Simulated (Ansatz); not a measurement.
# KCdCuSe2: relaxing a made-up structure, part 2 of 2

Starting from a made-up structure for KCdCuSe2, the aim is the relaxed cell, its shortest contacts and, where a second run follows, its electronic structure.

Ansatz 0.2.0; DFT, PBE, plane-wave PAW, files of the set soft_1, scalar-relativistic, ferromagnetic start, cell and ions relaxed at zero pressure; PAW set soft_1 (the session's first sound run).

So far: Set-up; Relaxation of the guess. The relaxed cell has a = 4.217, c = 14.332 Å (conventional setting).

### 3. Bands of the relaxed cell

With the geometry fixed, one more self-consistent run, with a narrower smearing and the mesh shown in its input, gives the bands, and its pressure, and its forces where symmetry allows any, show how far the geometry depends on these settings.

This step: DFT, PBE, plane-wave PAW, files of the set soft_1, scalar-relativistic, no spin, bands and density of states at the relaxed cell; PAW set soft_1 (Ansatz 0.2.0).

Input file input.yaml:

```yaml
crystal:
  lattice:
    - [-2.1082978946, 2.1082978946, 7.1662280357]
    - [2.1082978946, -2.1082978946, 7.1662280357]
    - [2.1082978946, 2.1082978946, -7.1662280357]
  atoms:
    - { symbol: Cd, position: [0.75, 0.25, 0.5] }
    - { symbol: Se, position: [0.3637830808, 0.3637830808, 0.0] }
    - { symbol: Se, position: [0.6362169192, 0.6362169192, 0.0] }
    - { symbol: Cu, position: [0.25, 0.75, 0.5] }
    - { symbol: K, position: [0.0, 0.0, 0.0] }
kpoints:
  mp_grid: { grid: [10, 10, 10] }
  band_path:
    path:
      - [[0.0, 0.0, 0.0], [0.0, 0.0, 0.5], [-0.04327656, 0.04327656, 0.5], [-0.27163828, 0.27163828, 0.27163828], [0.0, 0.0, 0.0], [0.5, 0.5, -0.5], [0.27163828, 0.72836172, -0.27163828], [0.0, 0.5, 0.0], [0.25, 0.25, 0.25], [0.5, 0.5, -0.04327656], [0.5, 0.5, -0.5]]
      - [[0.0, 0.0, 0.5], [0.25, 0.25, 0.25]]
    npoints: 7
scf:
  occupations: { method: fermi_dirac, width: 0.03 }
  n_extra_bands: 9
hamiltonian:
  xc: pbe
  pseudopotentials: { kind: paw, azcp: { folder: soft_1 } }
output:
  forces: true
  stress: true
  write_bands: true
  dos: { projected: true }
  write_density: true
  write_potential: true
  elf: true
  volumetric_format: npy
```

Run with:

```console
ansatz run input.yaml --threads 4 --pin off --max-ram 8192MiB --backend cpu --events-out ev --progress --plain --runs-dir out
```

Numbers of over 12 decimals in the logs are rounded to 6 here.

Output:

```text
[...]
Crystal: 5 atoms, lattice volume = 127.413 Å³
Basis set: ecut = 420 eV, 2451 PW (Γ), FFT grids on a1−a2, a2, a1+a3, exchange–correlation on 80×108×60 points (8 copies of the dense FFT grid, shifted against one another)
Bands: 49, of which v1, the nominal top of the filled ones, is band 40 counted from 1 (39 counted from 0)
Symmetry: 8 space group operations
[...]
k-points: 102 of 1000 (time reversal used)
[...]
SCF iter   1: F=—  HF=-27360.206815 eV  |F-HF|=—  |Δ(HF+E_count)|=         —  Δρ=4.56e-2  dr2=3.47e0  ethr=3.10e-3  ⟨swp⟩=7.6  Hψ=19531  notcnv=0  defer=1
[...]
SCF iter  11: F=-27358.830362 eV  HF=-27358.830362 eV  |F-HF|=7.73e-9  |Δ(HF+E_count)|=   2.44e-7  Δρ=7.19e-6  dr2=5.22e-8  ethr=1.25e-10  ⟨swp⟩=13.1  Hψ=37461  notcnv=0
SCF 1 converged in 11 iterations: F = -27358.830362 eV  dr2 = 5.22e-8
[...]
NSCF: frozen V_eff on 79 k-points
SCF converged after 11 iterations
Free energy (F): -27358.830362 eV
[...]
Internal energy: -27358.830362 eV  (E = F + TS)
E sigma→0 (E₀):  -27358.830362 eV
Entropy (-TS):   -0.000001 eV (-0.000 meV/atom)
Fermi energy:    8.046234 eV
[...]
--- Forces (eV/Å), atoms counted from 1 ---
  atom   1  Cd     0.00000000     0.00000000    -0.00000000
  atom   2  Se    -0.00000000     0.00000000     0.00644264
  atom   3  Se     0.00000000     0.00000000    -0.00644264
  atom   4  Cu    -0.00000000     0.00000000     0.00000000
  atom   5  K     -0.00000000     0.00000000     0.00000000
  max |Σ_I F_I| component: 6.94e-18 eV/Å
--- Stress (GPa, compression-positive) ---
       -0.020301       0.000000      -0.000000
        0.000000      -0.020301       0.000000
        0.000000       0.000000      -0.000962
  P = ⅓ Tr σ = -0.0139 GPa (-0.139 kbar)
--- Band table (eV; the first three rows and the last of 102) ---
  k-point 0: bands = [... 36 lower, 6.3636, 7.4849, 7.6583, 7.6583, 8.2674, 10.5643, 10.7493, 11.4687, ... 5 higher]
  k-point 1: bands = [... 36 lower, 6.4277, 7.3329, 7.4387, 7.4539, 8.9514, 11.0317, 11.0820, 11.8671, ... 5 higher]
  k-point 2: bands = [... 36 lower, 6.4972, 7.0069, 7.0911, 7.3166, 9.8761, 11.4636, 12.2101, 12.4121, ... 5 higher]
  k-point 101: bands = [... 36 lower, 6.4279, 6.6908, 7.7201, 7.7201, 9.7049, 9.9598, 10.4651, 12.7397, ... 5 higher]
```

It took 19 s on 4 threads of Intel Xeon Platinum 8488C (Sapphire Rapids), shared host; peak memory 0.92 GiB.

Reading the cycles: dr2 is the Hartree energy of the density residual (eV), the measure of convergence; HF is the Harris–Foulkes estimate of the energy, which meets the free energy F at convergence.

Numbers from this step:

- free energy: -27358.8304 eV
- Fermi energy: 8.046 eV
- gap by band count: 0.5474 eV
- pressure: -0.01385 GPa

From bands.tsv. Electronic bands along the path, in eV, zero at the valence top; v1 is the highest filled band, c1 the lowest empty one:

| point | v4 | v3 | v2 | v1 | c1 | c2 | c3 | c4 |
| --- | --- | --- | --- | --- | --- | --- | --- | --- |
| Γ | -1.36 | -0.24 | -0.06 | -0.06 | 0.55 | 2.84 | 3.03 | 3.75 |
| X | -1.43 | -1.26 | -1.24 | -1.10 | 2.58 | 3.03 | 3.60 | 3.65 |
| Y | -1.43 | -1.23 | -1.22 | -1.09 | 2.63 | 3.04 | 3.64 | 3.68 |
| S | -0.95 | -0.75 | -0.61 | -0.19 | 1.88 | 2.69 | 4.03 | 5.40 |
| Γ | -1.36 | -0.24 | -0.06 | -0.06 | 0.55 | 2.84 | 3.03 | 3.75 |
| Z | -1.29 | -1.03 | 0.00 | 0.00 | 1.98 | 2.24 | 2.75 | 5.02 |
| S1 | -0.95 | -0.75 | -0.61 | -0.19 | 1.88 | 2.69 | 4.03 | 5.40 |
| N | -0.93 | -0.72 | -0.68 | -0.22 | 2.17 | 2.53 | 4.11 | 5.03 |
| P | -1.43 | -1.26 | -1.25 | -1.10 | 2.90 | 3.12 | 3.13 | 3.46 |
| Y1 | -1.43 | -1.23 | -1.22 | -1.09 | 2.63 | 3.04 | 3.64 | 3.68 |
| Z | -1.29 | -1.03 | 0.00 | 0.00 | 1.98 | 2.24 | 2.75 | 5.02 |
| jump to X | -1.43 | -1.26 | -1.24 | -1.10 | 2.58 | 3.03 | 3.60 | 3.65 |
| P | -1.43 | -1.26 | -1.25 | -1.10 | 2.90 | 3.12 | 3.13 | 3.46 |

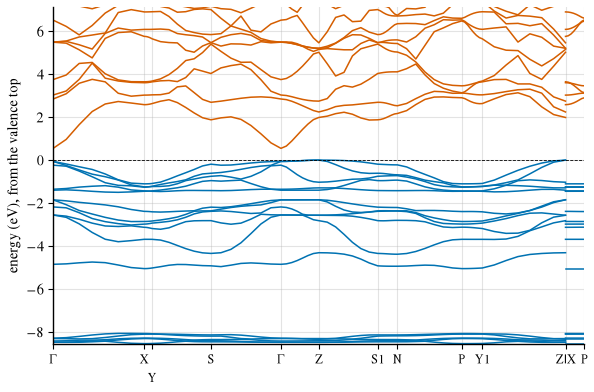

Electronic bands along the path; lines of filled and empty bands in two colours.

Counts of states for the cell as run, both spins, by energy window (eV from the valence-band top):

```csv
from,to,total
-8,-7,0.00
-7,-6,0.00
-6,-5,0.03
-5,-4,2.53
-4,-3,1.93
-3,-2,7.27
-2,-1,5.03
-1,0,5.21
0,1,0.01
1,2,0.28
2,3,2.42
3,4,3.09
4,5,2.39
```

Below -8 eV lie 58.0 more states.

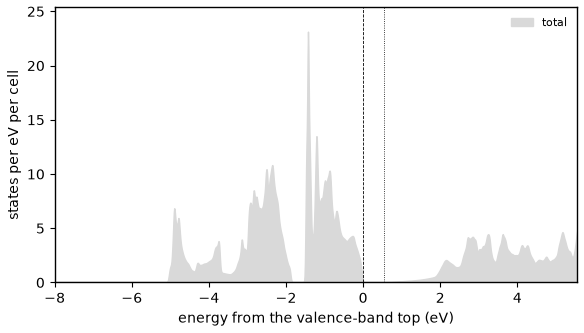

Total density of states, smoothed over about 0.04 eV. The dotted line marks the lowest empty level found on the path.

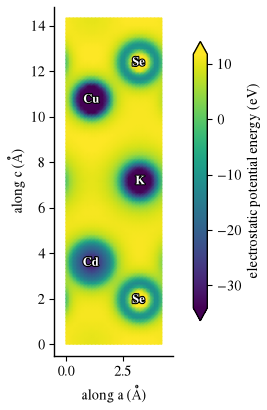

Electrostatic potential energy in the ac plane of the conventional cell at fractional y = 0.000, with atoms of Cd and Se and Cu and K within 0.2 Å of it. With pseudopotentials it is smooth inside the atoms' cores, unlike the true potential. The map starts off the cell's origin, so that atoms lie inside it.

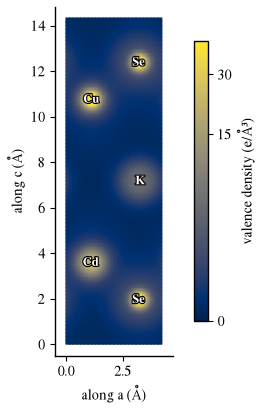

Valence density in the ac plane of the conventional cell at fractional y = 0.000, with atoms of Cd and Se and Cu and K within 0.2 Å of it. It is the smooth field of the valence electrons, not physical close to the nuclei. The map starts off the cell's origin, so that atoms lie inside it. The colour scale is stretched toward low values.

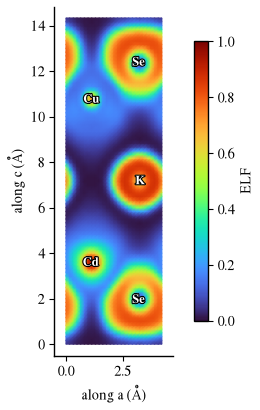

ELF in the ac plane of the conventional cell at fractional y = 0.000, with atoms of Cd and Se and Cu and K within 0.2 Å of it. It is the smooth field of the valence electrons, not physical close to the nuclei. The map starts off the cell's origin, so that atoms lie inside it.

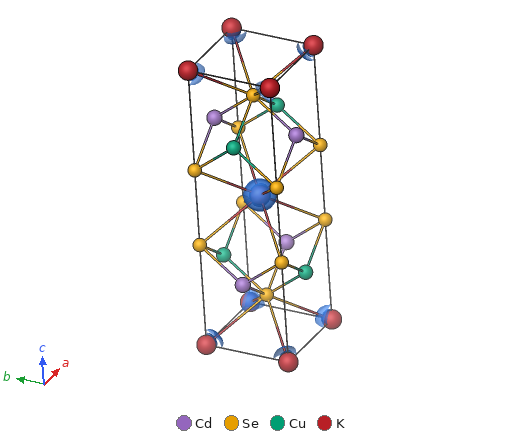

Surface of ELF = 0.85.

### 4. Summary of results

```
space group, relaxed : I-4m2
conventional cell    : a = 4.217, b = 4.217, c = 14.332 Å; α = 90.0°, β = 90.0°, γ = 90.0°
volume per atom      : 25.48 Å³ (guess 22.61)
total moment         : 0.00 μB in the cell of 5 atoms
```

In words: KCdCuSe2 relaxes to I-4m2 with a = 4.217, b = 4.217 and c = 14.332 Å. The guessed volume was 11 % too small. The space group I-4m2 was held in the relaxation, so the end point is a stationary structure within it and may be a saddle against distortions or other arrangements. The moments died out from this one start and weren't seeded again at the relaxed cell. It has an indirect Kohn–Sham gap of 0.55 eV, which semilocal functionals understate. On the 10×10×10 mesh with the narrower smearing (relaxed on 9×9×9) the largest force component is 0.006 eV/Å and the largest stress component is 0.020 GPa, within the relaxation's thresholds of 0.015 eV/Å and 0.05 GPa. The cutoff wasn't tested. No dispersion term is used, so weakly bound directions may come out too long. Nothing here tests whether the compound is stable against decomposition.

[Logs are printed without paths, hosts, clocks, repeated set-up lines and the standing remarks that a program may print on its own settings, such as how far it seeks lower states.]

[Hosts, paths, dates, database ids (printed as entryN), source tags and the programs' standing remarks are cut or masked in the printed files.]
